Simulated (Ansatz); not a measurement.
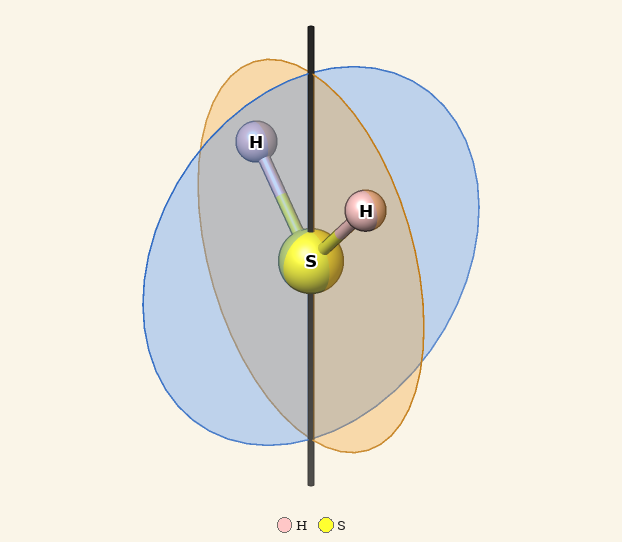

All proper rotation axes (lines) and mirror planes (discs) of the structure are drawn in. Distant atoms are faded towards the background colour. Computed geometry: PBE0-D4/def2-TZVP optimisation.

> Name the symmetry elements and the point group.

It has 1 C2 axis and 2 mirror planes. Point group C2v. The group has 4 operations. The geometry is achiral, and symmetry allows a dipole moment.
